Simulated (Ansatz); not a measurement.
# Zn3Br, from a guessed structure to a relaxed one, part 2 of 2

Starting from a made-up structure for Zn3Br, the aim is the relaxed cell, its shortest contacts and, where a second run follows, its electronic structure.

Ansatz 0.2.0; DFT, r2SCAN, plane-wave PAW, files of the set soft_1, scalar-relativistic, no spin, cell and ions relaxed at zero pressure; PAW set soft_1 (the session's first sound run).

So far: Set-up; Relaxing cell and atoms. The relaxed cell has a = 4.330 Å (conventional setting).

### 3. Bands of the relaxed cell

With the geometry fixed, one more self-consistent run, with a narrower smearing and the mesh shown in its input, gives the bands, and its pressure, and its forces where symmetry allows any, show how far the geometry depends on these settings.

This step: DFT, r2SCAN, plane-wave PAW, files of the set soft_1, scalar-relativistic, no spin, bands and density of states at the relaxed cell; PAW set soft_1 (Ansatz 0.2.0).

Contents of input.yaml:

```yaml
crystal:
  lattice:
    - [4.3298274259, 0.0, 0.0]
    - [0.0, 4.3298274259, 0.0]
    - [0.0, 0.0, 4.3298274259]
  atoms:
    - { symbol: Br, position: [0.0, 0.0, 0.0] }
    - { symbol: Zn, position: [0.5, 0.5, 0.0] }
    - { symbol: Zn, position: [0.5, 0.0, 0.5] }
    - { symbol: Zn, position: [0.0, 0.5, 0.5] }
kpoints:
  mp_grid: { grid: [8, 8, 8] }
  band_path:
    path:
      - [[0.0, 0.0, 0.0], [0.0, 0.5, 0.0], [0.5, 0.5, 0.0], [0.0, 0.0, 0.0], [0.5, 0.5, 0.5], [0.0, 0.5, 0.0]]
      - [[0.5, 0.5, 0.0], [0.5, 0.5, 0.5]]
    npoints: 13
scf:
  occupations: { method: fermi_dirac, width: 0.03 }
  n_extra_bands: 8
hamiltonian:
  xc: r2scan
  pseudopotentials: { kind: paw, azcp: { folder: soft_1 } }
output:
  forces: true
  stress: true
  write_bands: true
  dos: { projected: true }
  write_density: true
  write_potential: true
  elf: true
  volumetric_format: npy
```

Launch:

```console
ansatz run input.yaml --threads 4 --pin off --max-ram 8192MiB --backend cpu --events-out ev --progress --plain --runs-dir out
```

Numbers of over 12 decimals in the logs are rounded to 6 here.

What it wrote:

```text
[...]
Crystal: 4 atoms, lattice volume = 81.173 Å³
Basis set: ecut = 500 eV, 2103 PW (Γ), exchange–correlation on 128×128×128 points (64 copies of the dense FFT grid, shifted against one another)
Bands: 30, of which v1, the nominal top of the filled ones, is band 22 counted from 1 (21 counted from 0)
Symmetry: 48 space group operations
[...]
k-points: 35 of 512
[...]
SCF iter   1: F=—  HF=-12769.554014 eV  |F-HF|=—  |Δ(HF+E_count)|=         —  Δρ=6.25e-2  dr2=3.90e0  dr2_τ=3.71e-2  ethr=3.10e-3  ⟨swp⟩=7.1  Hψ=5048  notcnv=0
[...]
SCF iter  10: F=-12768.490028 eV  HF=-12768.490028 eV  |F-HF|=2.62e-8  |Δ(HF+E_count)|=   1.20e-7  Δρ=4.74e-6  dr2=2.02e-8  dr2_τ=2.00e-10  ethr=2.33e-10  ⟨swp⟩=14.8  Hψ=8469  notcnv=0
SCF 1 converged in 10 iterations: F = -12768.490028 eV  dr2 = 2.02e-8
[...]
NSCF: frozen V_eff on 80 k-points
SCF converged after 10 iterations
Free energy (F): -12768.490028 eV
[...]
Internal energy: -12768.487189 eV  (E = F + TS)
E sigma→0 (E₀):  -12768.488608 eV
Entropy (-TS):   -0.002839 eV (-0.710 meV/atom)
Fermi energy:    7.735026 eV
[...]
--- Stress (GPa, compression-positive) ---
        0.142425       0.000000       0.000000
        0.000000       0.142425       0.000000
        0.000000       0.000000       0.142425
  P = ⅓ Tr σ = 0.1424 GPa (1.424 kbar)
--- Band table (eV; the first three rows and the last of 35) ---
  k-point 0: bands = [... 18 lower, 2.9224, 2.9224, 8.1870, 8.1870, 10.4546, 10.4546, 10.4546, 15.0559, ... 4 higher]
  k-point 1: bands = [... 18 lower, 3.0218, 3.2282, 8.0022, 8.2891, 10.3524, 10.3524, 10.6646, 14.0435, ... 4 higher]
  k-point 2: bands = [... 18 lower, 3.2643, 3.7096, 7.3852, 8.5948, 10.0282, 10.0282, 11.5851, 12.5778, ... 4 higher]
  k-point 34: bands = [... 18 lower, 2.0102, 5.5969, 5.5969, 5.5969, 5.7072, 12.2466, 12.2466, 12.2466, ... 4 higher]
```

The job ended after 4.3 s (4 threads of AMD EPYC 7B13 (Zen 3), shared host; peak memory 0.62 GiB; 16 s of CPU time).

Numbers from this step:

```yaml
free_energy: -12768.4900 eV
energy_at_zero_smearing: -12768.4886 eV
smearing_term_ts: 0.002839 eV
fermi_energy: 7.735 eV
pressure: 0.1424 GPa
```

bands.tsv at the labelled points (eV, zero at the Fermi level; the bands that come nearest the Fermi level along the path):

```
point  band 18  band 19  band 20  band 21  band 22  band 23  band 24  band 25
    Γ    -4.81    -4.81    -4.81     0.45     0.45     2.72     2.72     2.72
    X    -4.11    -4.11    -3.38    -1.42     1.70     1.70     1.74     2.95
    M    -5.99    -4.45    -3.70     0.24     0.24     0.59     3.74     3.74
    Γ    -4.81    -4.81    -4.81     0.45     0.45     2.72     2.72     2.72
    R    -5.72    -5.72    -2.14    -2.14    -2.14    -2.03     4.51     4.51
    X    -4.11    -4.11    -3.38    -1.42     1.70     1.70     1.74     2.95
    M    -5.99    -4.45    -3.70     0.24     0.24     0.59     3.74     3.74
    R    -5.72    -5.72    -2.14    -2.14    -2.14    -2.03     4.51     4.51
```

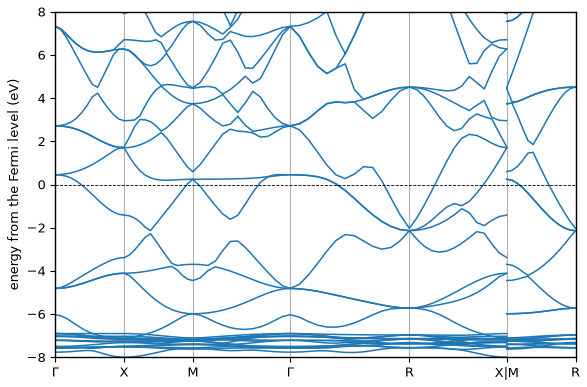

Bands along the path. 1 band lies wholly below the window drawn.

Counts of states for the cell as run, both spins, by energy window (eV from the Fermi level):

```
from  to  total
  -8  -7  28.13
  -7  -6   3.77
  -6  -5   2.02
  -5  -4   2.05
  -4  -3   0.95
  -3  -2   1.09
  -2  -1   1.45
  -1   0   1.54
   0   1   1.21
   1   2   1.22
   2   3   1.89
   3   4   1.66
   4   5   2.69
   5   6   1.34
```

Below -8 eV lie 2.0 more states.

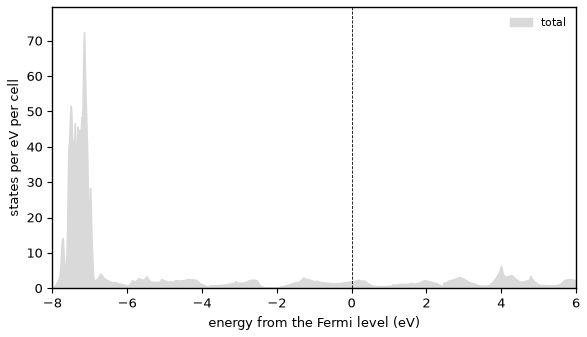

Total density of states, smoothed over about 0.04 eV.

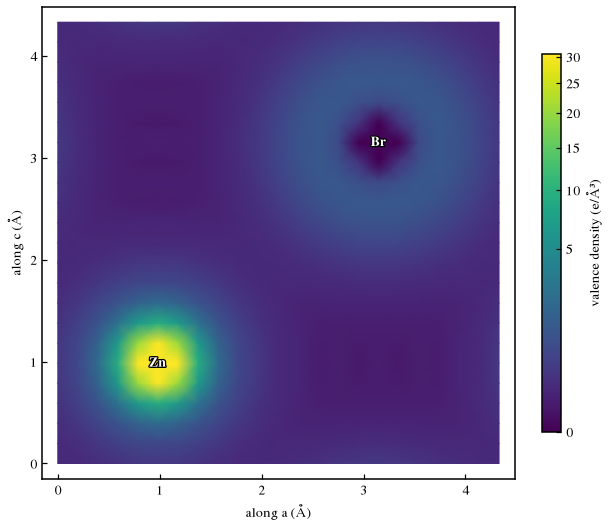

Valence density in the ac plane at fractional y = 0.000, with atoms of Br and Zn within 0.2 Å of it. It is the smooth field of the valence electrons, not physical close to the nuclei. The map starts off the cell's origin, so that atoms lie inside it. The colour scale is stretched toward low values.

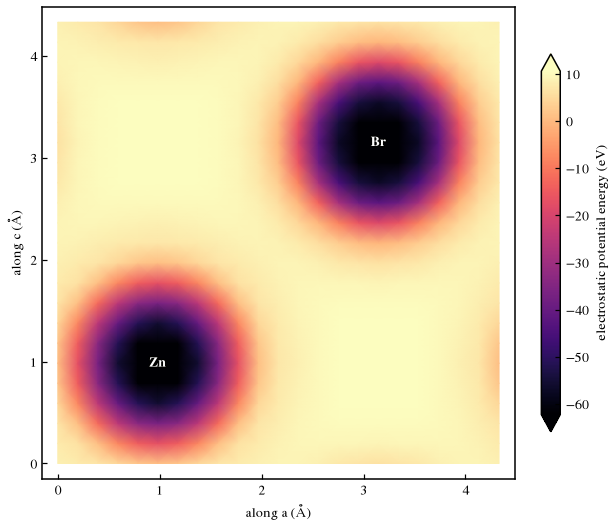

Electrostatic potential energy in the ac plane at fractional y = 0.000, with atoms of Br and Zn within 0.2 Å of it. With pseudopotentials it is smooth inside the atoms' cores, unlike the true potential. The map starts off the cell's origin, so that atoms lie inside it.

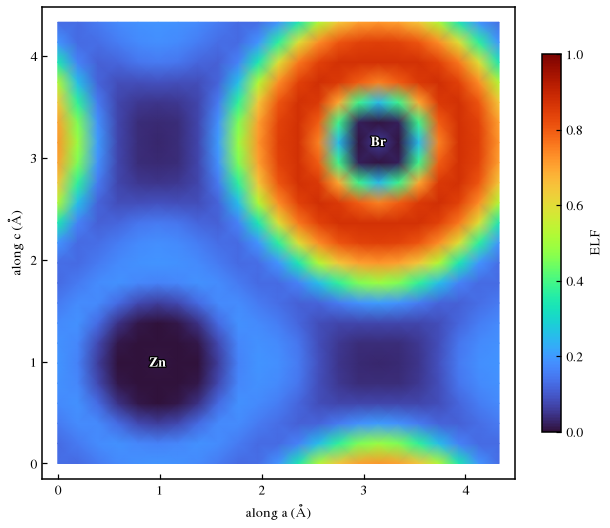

ELF in the ac plane at fractional y = 0.000, with atoms of Br and Zn within 0.2 Å of it. It is the smooth field of the valence electrons, not physical close to the nuclei. The map starts off the cell's origin, so that atoms lie inside it.

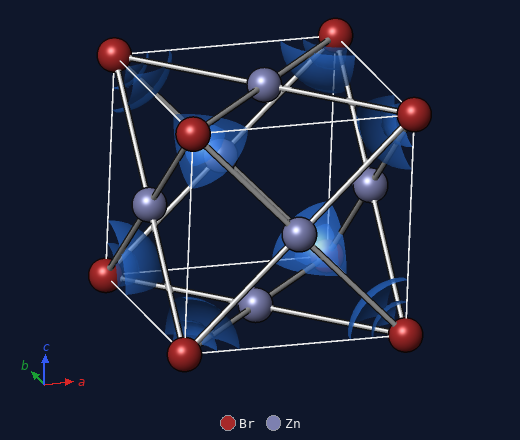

Surface of ELF = 0.8.

### 4. Outcome

```json
{
 "space group, relaxed": "Pm-3m",
 "conventional cell": "a = 4.330, b = 4.330, c = 4.330 Å; α = 90.0°, β = 90.0°, γ = 90.0°",
 "volume per atom": "20.29 Å³ (guess 21.84)"
}
```

In words: Zn3Br relaxes to Pm-3m with a = 4.330, b = 4.330 and c = 4.330 Å. The guessed volume was 8 % too large. The space group Pm-3m was held in the relaxation, so the end point is a stationary structure within it and may be a saddle against distortions or other arrangements. Bands cross the Fermi level, so it is a metal or semimetal at this level. The electron count is odd, which forces that without spin polarisation or a larger cell. On the 8×8×8 mesh with the narrower smearing (relaxed on 6×6×6) the forces vanish, as symmetry may demand, and the largest stress component is 0.142 GPa, against the relaxation's thresholds of 0.015 eV/Å and 0.05 GPa. The cutoff wasn't tested. No dispersion term is used, so weakly bound directions may come out too long. Nothing here tests whether the compound is stable against decomposition.

[Logs are printed without paths, hosts, clocks, repeated set-up lines and the standing remarks that a program may print on its own settings, such as how far it seeks lower states.]

[Hosts, paths, dates, database ids (printed as entryN), source tags and the programs' standing remarks are cut or masked in the printed files.]
